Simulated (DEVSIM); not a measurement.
Structure: Schottky contact on n-type Si, at 300 K.

| layer (left to right) | material | thickness (μm) | Nd (cm⁻³) | τn (s) | τp (s) |
|---|---|---|---|---|---|
| 1 | Si | 0.350 | 2.2e15 | 1.6e-5 | 1.6e-5 |

Left contact: Schottky, work function 4.72 eV, emission velocity 4.4e6 cm/s. Right contact: ohmic. Voltage is applied to the left contact. Recombination: SRH at mid-gap, radiative, Auger. Gap narrowing is on: ΔEg = 6.92 meV × (l + √(l² + 0.5)), l = ln(N/1.3e17 cm⁻³), shared equally by both band edges. Mobility is constant in doping.

The device is made up for the run: typed textbook-type constants, with dimensions and the other settings drawn at random. Values at 300 K.

| parameter | Si |
|---|---|
| gap (eV) | 1.124 |
| affinity (eV) | 4.05 |
| permittivity | 11.7 |
| Nc (cm⁻³) | 2.86e19 |
| Nv (cm⁻³) | 3.1e19 |
| μn (cm²/Vs) | 1417 |
| μp (cm²/Vs) | 470 |
| B (cm³/s) | 4.7e-15 |
| Cn (cm⁶/s) | 2.8e-31 |
| Cp (cm⁶/s) | 9.9e-32 |

DEVSIM, 1D drift-diffusion, Boltzmann statistics, complete ionisation; no tunnelling, impact ionisation, image-force lowering or self-heating. Metal contacts follow the ideal Schottky-Mott rule: no Fermi-level pinning, no interface dipoles.

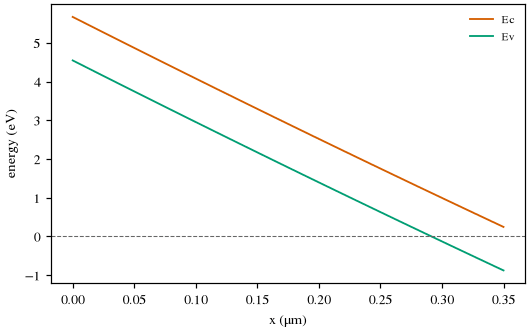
Band edges at -5.0 V on the left contact

Energies count from the Fermi level of the right contact; mesh points crowd at the junctions.

```
x (μm)    Ec (eV)  Ev (eV)  n (cm⁻³)  p (cm⁻³)  field (V/cm)
--------  -------  -------  --------  --------  ------------
0.000       5.670    4.546   3000000    7.4e11       -160000
0.005370    5.583    4.460   3000000    2.6e10       -160000
0.01177     5.481    4.357   3000000     4.9e8       -160000
0.01940     5.358    4.235   3000000   4400000       -160000
0.03051     5.180    4.057   3100000     55000       -160000
0.04173     5.001    3.878   3100000     50000       -160000
0.05510     4.788    3.664   3100000     50000       -160000
0.07824     4.421    3.297   3100000     51000       -160000
0.09861     4.099    2.976   3100000     51000       -160000
0.1229      3.717    2.594   3100000     51000       -160000
0.1518      3.265    2.142   3100000     51000       -160000
0.1888      2.692    1.569   3200000     52000       -150000
0.2192      2.223    1.100   3200000     52000       -150000
0.2448      1.832    0.709   3200000     52000       -150000
0.2738      1.391    0.267   3200000     53000       -150000
0.2905      1.137    0.013   3200000     53000       -150000
0.3046      0.925   -0.199   3200000     53000       -150000
0.3164      0.747   -0.377     1.1e7     53000       -150000
0.3281      0.572   -0.552     7.1e9     53000       -150000
0.3362      0.452   -0.672    7.4e11     54000       -150000
0.3429      0.351   -0.773    3.6e13     54000       -150000
0.3500      0.245   -0.879    2.2e15     54000       -150000
```
